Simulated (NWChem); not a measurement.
# BPH6 (SMILES [BH3-][PH3+]): levels of theory compared

Aim: a comparison of 6 runs (HF/STO-3G, B3LYP/6-31G*, PBE0/def2-SVPD, SVWN5/def2-SVPD, MP2/def2-SVPD, CCSD/def2-SVPD) of BPH6. 

The results are computed with NWChem 7.3.0.

1 further run of the same task is left out (set aside as unsound or not needed).

## 1. The system as given

BPH6: 8 atoms, total charge 0, spin state singlet. As SMILES, `[BH3-][PH3+]`. The coordinates come from a PBE0-D4/def2-TZVP relaxation.

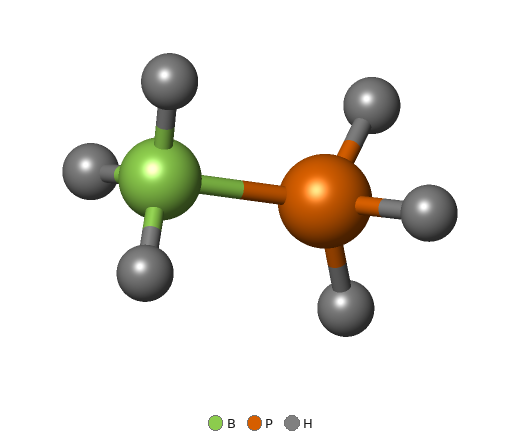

The structure, seen from a chosen angle (boron green, phosphorus orange, hydrogen grey).

## 2. Energy and forces at HF/STO-3G (run 1)

sp.nw

```
start sp
title "BH6P"
memory stack 880 mb heap 220 mb global 1100 mb
charge 0
geometry units angstroms noautosym nocenter noautoz
  B    -0.556100    0.227200   -0.914000
  P     0.433900   -0.181600    0.667700
  H    -1.693400    0.343100   -0.520100
  H    -0.367800   -0.730200   -1.628000
  H    -0.055500    1.254200   -1.309900
  H     0.418800    0.755700    1.718800
  H     1.823100   -0.380300    0.547100
  H     0.089200   -1.345200    1.382600
end
basis "ao basis" spherical bse
  * library STO-3G
end
scf
  thresh 1e-08
  maxiter 80
  print medium
end
task scf gradient
```

Started as:

```console
$ nwchem sp.nw > sp.out
```

Standard output:

```text
[...]
  functions       =    20
[...]
  wavefunction    = RHF
[...]
         Total SCF energy =   -364.746421966454
      One-electron energy =   -622.184965773514
      Two-electron energy =    197.894022337865
 Nuclear repulsion energy =     59.544521469194
        Time for solution =      0.4s
[...]
                         RHF ENERGY GRADIENTS
    atom               coordinates                        gradient
                 x          y          z           x          y          z
   1 B      -1.050877   0.429346  -1.727210    0.022280  -0.009262   0.035562
   2 P       0.819952  -0.343174   1.261770   -0.032872   0.013631  -0.052472
   3 H      -3.200062   0.648365  -0.982846   -0.028014   0.002372   0.012751
   4 H      -0.695041  -1.379878  -3.076474    0.006446  -0.025517  -0.016075
   5 H      -0.104880   2.370094  -2.475352    0.014590   0.026071  -0.007795
   6 H       0.791417   1.428066   3.248061    0.000531   0.013573   0.016777
   7 H       3.445159  -0.718663   1.033869    0.021398  -0.003270  -0.000574
   8 H       0.168564  -2.542059   2.612735   -0.004359  -0.017598   0.011826
[...]
```

Run time: 1.1 s. Hardware: 1 thread of Intel Xeon Platinum 8488C (Sapphire Rapids), shared host; peak memory 0.1 GiB.

## 3. Energy and gradient at B3LYP/6-31G(d) (Cartesian functions) (run 2)

mol.nw

```
echo
start mol
memory total 2200 mb

geometry units angstrom noautosym nocenter noautoz
   B    -0.556100    0.227200   -0.914000
   P     0.433900   -0.181600    0.667700
   H    -1.693400    0.343100   -0.520100
   H    -0.367800   -0.730200   -1.628000
   H    -0.055500    1.254200   -1.309900
   H     0.418800    0.755700    1.718800
   H     1.823100   -0.380300    0.547100
   H     0.089200   -1.345200    1.382600
end

basis
   B library 6-31G*
   P library 6-31G*
   H library 6-31G*
end

dft
   xc b3lyp
   grid xfine
   convergence energy 1e-08
   iterations 100
   mulliken
end

task dft gradient
```

Started as:

```console
$ nwchem mol.nw > mol.out
```

Standard output:

```text
[...]
          Wavefunction type:  closed shell.
          No. of atoms     :     8
          No. of electrons :    26
[...]
          Charge           :     0
          Spin multiplicity:     1
[...]
          AO basis - number of functions:    46
[...]
              XC Information
              --------------
                         B3LYP Method XC Potential
                     Hartree-Fock (Exact) Exchange  0.200
                        Slater Exchange Functional  0.800 local
                    Becke 1988 Exchange Functional  0.720 non-local
              Lee-Yang-Parr Correlation Functional  0.810
                  VWN I RPA Correlation Functional  0.190 local
[...]
 d= 0,ls=0.0,diis     1   -369.7415522686 -4.29D+02  2.02D-02  3.04D-01     2.0
[...]
 d= 0,ls=0.0,diis     8   -369.7860259132 -9.18D-11  4.31D-07  2.66D-10    13.4
         Total DFT energy =     -369.786025913177
      One electron energy =     -626.143195185656
           Coulomb energy =      226.367998195729
    Exchange-Corr. energy =      -29.555350392444
 Nuclear repulsion energy =       59.544521469194
[...]
      Total Density - Mulliken Population Analysis
     ---------------------------------------------
    Atom       Charge   Shell Charges
 -----------   ------   -------------------------------------------------------
    1 B    5     5.19   1.99  0.52  1.63  0.40  0.57  0.07
    2 P   15    14.84   2.00  1.99  5.97  1.24  2.50  0.37  0.65  0.13
    3 H    1     1.04   0.51  0.53
    4 H    1     1.04   0.51  0.53
    5 H    1     1.04   0.51  0.53
    6 H    1     0.95   0.51  0.44
    7 H    1     0.95   0.51  0.44
    8 H    1     0.95   0.51  0.44
[...]
  wavefunction    = closed shell
                         DFT ENERGY GRADIENTS
    atom               coordinates                        gradient
                 x          y          z           x          y          z
   1 B      -1.050877   0.429346  -1.727210    0.004163  -0.001749   0.006651
   2 P       0.819952  -0.343174   1.261770   -0.003575   0.001514  -0.005680
   3 H      -3.200062   0.648365  -0.982846    0.000361  -0.000171   0.000720
   4 H      -0.695041  -1.379878  -3.076474    0.000439  -0.000222   0.000651
   5 H      -0.104880   2.370094  -2.475352    0.000472  -0.000110   0.000667
   6 H       0.791417   1.428066   3.248061   -0.000390  -0.000474  -0.001354
   7 H       3.445159  -0.718663   1.033869   -0.001298   0.000291  -0.000551
   8 H       0.168564  -2.542059   2.612735   -0.000171   0.000922  -0.001104
[...]
```

It took 17 s on 1 thread of Intel Xeon Platinum 8488C (Sapphire Rapids), shared host; peak memory 0.14 GiB.

## 4. Energy and gradient at PBE0/def2-SVPD (run 3)

input.nw

```
start input
memory stack 880 mb heap 220 mb global 1100 mb
geometry units angstrom noautosym nocenter noautoz
  B       -0.556100       0.227200      -0.914000
  P        0.433900      -0.181600       0.667700
  H       -1.693400       0.343100      -0.520100
  H       -0.367800      -0.730200      -1.628000
  H       -0.055500       1.254200      -1.309900
  H        0.418800       0.755700       1.718800
  H        1.823100      -0.380300       0.547100
  H        0.089200      -1.345200       1.382600
end
basis spherical bse
  * library def2-SVPD
end
dft
  xc pbe0
  grid fine
  convergence energy 1e-08
  iterations 100
  mulliken
  print medium
end
task dft gradient
```

Started as:

```console
$ nwchem input.nw > input.out
```

Standard output:

```text
[...]
          Wavefunction type:  closed shell.
          No. of atoms     :     8
          No. of electrons :    26
[...]
          Charge           :     0
          Spin multiplicity:     1
[...]
          AO basis - number of functions:    92
[...]
              XC Information
              --------------
                         PBE0 Method XC Functional
                     Hartree-Fock (Exact) Exchange  0.250
          PerdewBurkeErnzerhof Exchange Functional  0.750
            Perdew 1991 LDA Correlation Functional  1.000 local
           PerdewBurkeErnz. Correlation Functional  1.000 non-local
[...]
 d= 0,ls=0.0,diis     1   -369.4421157967 -4.29D+02  1.26D-02  2.33D-01     1.8
[...]
 d= 0,ls=0.0,diis     8   -369.4845729071 -3.25D-10  4.62D-07  7.82D-10    12.2
         Total DFT energy =     -369.484572907051
      One electron energy =     -625.904489386284
           Coulomb energy =      226.198544467882
    Exchange-Corr. energy =      -29.323149457843
 Nuclear repulsion energy =       59.544521469194
[...]
      Total Density - Mulliken Population Analysis
     ---------------------------------------------
    Atom       Charge   Shell Charges
 -----------   ------   -------------------------------------------------------
    1 B    5     6.08   1.98  0.80  0.77 -0.06  1.77  0.73  0.04  0.05
    2 P   15    15.60   2.00  1.98  1.22  0.15  0.13  5.92  1.53  2.23  0.15  0.28
    3 H    1     0.74   0.74 -0.01  0.01  0.00
    4 H    1     0.74   0.74 -0.01  0.01  0.00
    5 H    1     0.74   0.74 -0.01  0.01  0.00
    6 H    1     0.70   0.73 -0.08  0.02  0.03
    7 H    1     0.70   0.73 -0.08  0.02  0.03
    8 H    1     0.70   0.73 -0.08  0.02  0.03
[...]
  wavefunction    = closed shell
                         DFT ENERGY GRADIENTS
    atom               coordinates                        gradient
                 x          y          z           x          y          z
   1 B      -1.050877   0.429346  -1.727210   -0.000136   0.000027  -0.000218
   2 P       0.819952  -0.343174   1.261770    0.000897  -0.000333   0.001466
   3 H      -3.200062   0.648365  -0.982846    0.003991  -0.000441  -0.001163
   4 H      -0.695041  -1.379878  -3.076474   -0.000536   0.003238   0.002621
   5 H      -0.104880   2.370094  -2.475352   -0.001589  -0.003545   0.001529
   6 H       0.791417   1.428066   3.248061    0.000090  -0.002583  -0.002794
   7 H       3.445159  -0.718663   1.033869   -0.003699   0.000513   0.000413
   8 H       0.168564  -2.542059   2.612735    0.000984   0.003124  -0.001853
[...]
```

Wall time 17 s (1 thread of Intel Xeon Platinum 8488C (Sapphire Rapids), shared host); peak memory 0.12 GiB.

Runs 4 to 5 aren't shown in full; the table further down has their settings and results.

## 5. A single-point energy at CCSD/def2-SVPD (run 6)

run.py

```python
from ase import Atoms
from ase.calculators.nwchem import NWChem

system = Atoms('BPHHHHHH', positions=[
    [-0.556100, 0.227200, -0.914000],
    [0.433900, -0.181600, 0.667700],
    [-1.693400, 0.343100, -0.520100],
    [-0.367800, -0.730200, -1.628000],
    [-0.055500, 1.254200, -1.309900],
    [0.418800, 0.755700, 1.718800],
    [1.823100, -0.380300, 0.547100],
    [0.089200, -1.345200, 1.382600],
])

calc = NWChem(
    label='work',
    theory='ccsd',
    memory='2200 mb',
    basis='def2-SVPD',
    basispar='spherical bse',
    scf={'nopen': '0', 'rhf': None, 'thresh': '1e-08', 'maxiter': '80'},
    ccsd={'freeze': 'core 6', 'maxiter': '60'},
    task='energy',
)
system.calc = calc

print("Total energy (eV):", round(system.get_potential_energy(), 6))
```

Started as:

```console
$ export ASE_NWCHEM_COMMAND="nwchem PREFIX.nwi > PREFIX.nwo"
$ python run.py
```

Standard output:

```text
Total energy (eV): -10042.675464
```

The calculator wrote work.nwi:

```
title "work"

permanent_dir work

scratch_dir work

start work

geometry units angstrom nocenter noautosym noautoz
  B  -5.5610000000000004e-01 2.2720000000000001e-01 -9.1400000000000003e-01
  P  4.3390000000000001e-01 -1.8160000000000001e-01 6.6769999999999996e-01
  H  -1.6934000000000000e+00 3.4310000000000002e-01 -5.2010000000000001e-01
  H  -3.6780000000000002e-01 -7.3019999999999996e-01 -1.6279999999999999e+00
  H  -5.5500000000000001e-02 1.2542000000000000e+00 -1.3099000000000001e+00
  H  4.1880000000000001e-01 7.5570000000000004e-01 1.7188000000000001e+00
  H  1.8230999999999999e+00 -3.8030000000000003e-01 5.4710000000000003e-01
  H  8.9200000000000002e-02 -1.3452000000000000e+00 1.3826000000000001e+00
end

memory 2200 mb

basis spherical bse noprint
   * library def2-SVPD
end

scf
  nopen 0
  rhf
  thresh 1e-08
  maxiter 80
end
ccsd
  freeze core 6
  maxiter 60
end

task ccsd energy
```

work.nwo:

```text
Northwest Computational Chemistry Package (NWChem) 7.3.0
             --------------------------------------------------------

           Job information
           ---------------

    nwchem branch   = 7.3.0
    use scalapack   = T
    input           = work.nwi
    prefix          = work.
    data base       = work/work.db
    status          = startup
    nproc           =        1

           Memory information
           ------------------

    heap     =     72089600 doubles =      550.0 Mbytes
    stack    =     72089597 doubles =      550.0 Mbytes
    global   =    144179200 doubles =     1100.0 Mbytes (distinct from heap & stack)
    total    =    288358397 doubles =     2200.0 Mbytes
    verify   = yes
    hardfail = no

[... 134 lines left out ...]
         Quadratically convergent ROHF
[... 14 lines left out ...]
       Final RHF  results
[... 4 lines left out ...]
      Two-electron energy =    197.249071353386
[... 32 lines left out ...]
                       ROHF Final Molecular Orbital Analysis
[... 344 lines left out ...]
 Total MP2 energy:           -369.015187828385194
[... 21 lines left out ...]
  Failed reading restart vector from work/work.t2
[... 3 lines left out ...]
             energy      energy      error      ampl     ampl      Block
[... 6 lines left out ...]
                  *************converged*************
[... 6 lines left out ...]
 Total CCSD energy:           -369.061519141476879
[... 1 line left out ...]
 --------------------------------
 Spin Component Scaled (SCS) CCSD
 --------------------------------
 Same spin contribution:                 -0.046586804004886
 Same spin scaling factor:                1.130000000000000
 Opposite spin contribution:             -0.258654034051719
 Opposite spin scaling fact.:             1.270000000000000
 SCS-CCSD correlation energy:            -0.381133711771205
 Total SCS-CCSD energy:                -369.137412015191501

 routine      calls  cpu(0)   cpu-min  cpu-ave  cpu-max   i/o
 aoccsd          1     0.01     0.01     0.01     0.01    0.00
 iterdrv         1     0.02     0.02     0.02     0.02    0.00
 pampt          12     0.07     0.07     0.07     0.07    0.00
[... 9 lines of this table left out ...]
 Total                64.77    64.77    64.77    64.77    0.00

 Task  times  cpu:       76.8s     wall:       76.8s
 Total times  cpu:       76.8s     wall:       76.8s
```

Run time: 78 s. Hardware: 1 thread of Intel Xeon Platinum 8488C (Sapphire Rapids), shared host; peak memory 0.15 GiB.

## 6. The series

| run | level | Cartesian functions | iteration cap | energy (Eh) | dipole moment (D) | HOMO energy (eV) | LUMO energy (eV) | wall time |
| --- | --- | --- | --- | --- | --- | --- | --- | --- |
| 1 | HF/STO-3G | no | 80 | -364.746422 | 5.46 | -9.93 | 11.17 | 1.1 s |
| 2 | B3LYP/6-31G* (Cartesian functions) | yes | 100 | -369.786026 | 4.06 | -8.18 | 0.68 | 17 s |
| 3 | PBE0/def2-SVPD | no | 100 | -369.484573 | 4.07 | -8.58 | 0.12 | 17 s |
| 4 | SVWN5/def2-SVPD | no | 100 | -368.045145 | 3.93 | -7.28 | -0.71 | 11 s |
| 5 | MP2/def2-SVPD | no | 80 | -369.015188 | 4.24 | -11.88 | 2.15 | 25 s |
| 6 | CCSD/def2-SVPD | no | 80 | -369.061519 | – | -11.88 | 2.15 | 78 s |

## 7. Summary of results

```
                                          quantity          value
                               run 6: total energy  -369.06152 Eh
        run 6: HOMO energy (Hartree–Fock orbitals)      -11.88 eV
        run 6: LUMO energy (Hartree–Fock orbitals)        2.15 eV
      run 6: HOMO–LUMO gap (Hartree–Fock orbitals)       14.03 eV
run 6: correlation energy (6 core orbitals frozen)     -305.2 mEh
```

**Reading.** Over runs 1, 2, 3, 4, 5 the dipole moment (its size) runs from 3.93 D (SVWN5/def2-SVPD) to 5.46 D (HF/STO-3G). The two ends differ in method and basis. Over runs 1, 2, 3, 4 the HOMO–LUMO gap runs from 6.57 eV (SVWN5/def2-SVPD) to 21.10 eV (HF/STO-3G). Totals of different functionals can't be ranked against each other. In run 1 the basis is minimal, so the values are rough. All runs together took 2.5 min, the longest 78 s.
